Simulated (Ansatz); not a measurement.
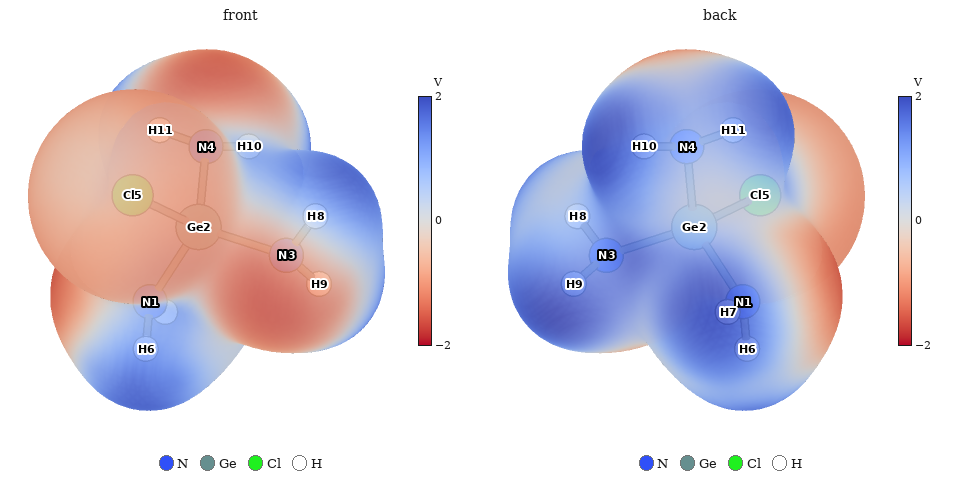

ClGeH$_{6}$N$_{3}$ (SMILES [NH2][Ge]([NH2])([NH2])[Cl]). The electrostatic potential painted on the density surface at 0.002 e/bohr³, seen from the front and from behind; the colour scale runs from red (negative) to blue (positive).

Geometry: PBE0-D4/def2-TZVP.

These are results of RKS PBE0-D4/def2-TZVPP (Ansatz), not measurements.

```xyz
11

N    -1.4437    0.8647   -0.4552
Ge    0.2199    0.3488    0.0662
N     0.2124   -0.5392    1.6541
N     1.0955   -0.5613   -1.2422
Cl    1.3336    2.1538    0.4077
H    -2.0013    1.3430    0.2371
H    -1.9895    0.1588   -0.9262
H     1.1127   -0.8372    2.0003
H    -0.4614   -1.2865    1.7314
H     0.9061   -1.5510   -1.2884
H     1.0810   -0.1507   -2.1641
```

Question: Which sites attract a positive test charge, and which a negative one?

Answer: A positive charge is drawn to the negative regions and a negative charge to the positive ones. The most negative region (about −1.5 V, or −35 kcal/mol for a unit charge) lies over N1, N3 and N4, the most positive (about +1.9 V, or +44 kcal/mol for a unit charge) over H7, H9 and H10.
